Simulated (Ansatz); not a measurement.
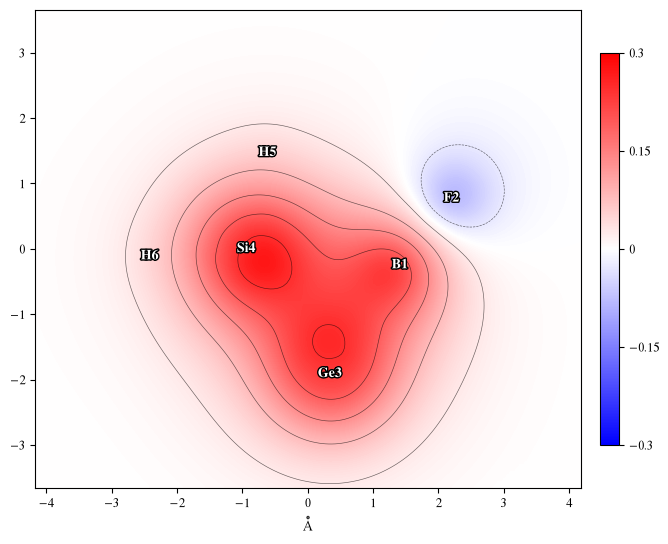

Figure 1: BFGeH₂Si. One frontier orbital on a plane 0.8 Å above the molecular plane (values in Å⁻³ᐟ²; the overall sign is arbitrary).

Geometry: B3LYP-D3(BJ)/def2-SVP.

Theory: isolated molecule in a Gaussian basis; Kohn-Sham density functional theory, functional PBE0 in Ansatz.

The calculation's input:

```
crystal:
  periodic: [false, false, false]
  atoms:
    - symbol: B
      position_ang: [-2.071907, 0.791420, -0.574077]
    - symbol: F
      position_ang: [-3.065075, 0.425105, -1.309830]
    - symbol: Ge
      position_ang: [-0.572400, 1.518372, 0.465340]
    - symbol: Si
      position_ang: [-1.052427, -0.687289, 0.943975]
    - symbol: H
      position_ang: [-2.070268, -1.668171, 0.438880]
    - symbol: H
      position_ang: [-0.242986, -1.421837, 1.968621]
basis:
  gaussian:
    orbitals: def2-TZVPD
hamiltonian:
  xc: {name: PBE0}
output:
  forces: true
  orbitals: {seedname: orbitals}
```

Launched as:

```sh
ansatz run input.yaml --threads 2 --pin off --max-ram 4350MiB --events-out events.jsonl --progress --plain --runs-dir runs
```

> Which orbital is it: HOMO or LUMO?

The HOMO, at −6.41 eV. It lies mainly on Ge3 (about 40 %), Si4 (about 35 %) and B1 (about 20 %); it changes sign across the molecular plane (π type); π-bonding across B1–Ge3 and Ge3–Si4.
